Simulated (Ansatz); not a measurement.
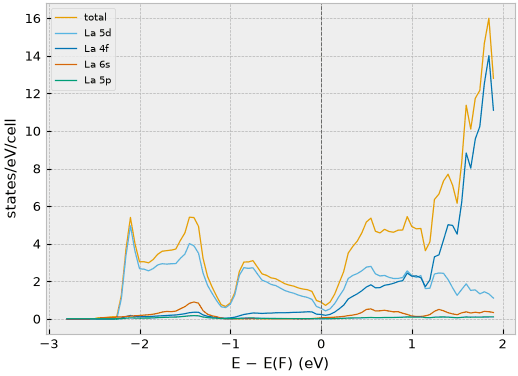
Total and projected density of states of La (diamond, Fd-3m), r²SCAN in the plane-wave PAW code Ansatz

Q: Which orbitals carry the states next to the Fermi level?

A: Within 0.5 eV of the Fermi level: La 5d 66 %, La 4f 27 %. Projections are on Löwdin-orthogonalised atomic valence shells; empty p or d shells of many metals are not among them.

Q: Where is the tallest occupied peak in this window, and what makes it?

A: Near -1.4 eV, about 5.4 states/eV per cell; the largest projected share is La 5d.

The start of the workflow was typed in or built on a structure type; neither database checked (COD, Materials Project) lists it. It is not the phase usual at ambient conditions (space group No. 194). The cell was relaxed with r²SCAN under the symmetry of its start. At this level the phase is mechanically unstable. The volume moved by -38 % from the start of the relaxation. Spin–orbit coupling is left out wherever it is not named.

Potentials: the earlier of the program's two PAW sets.
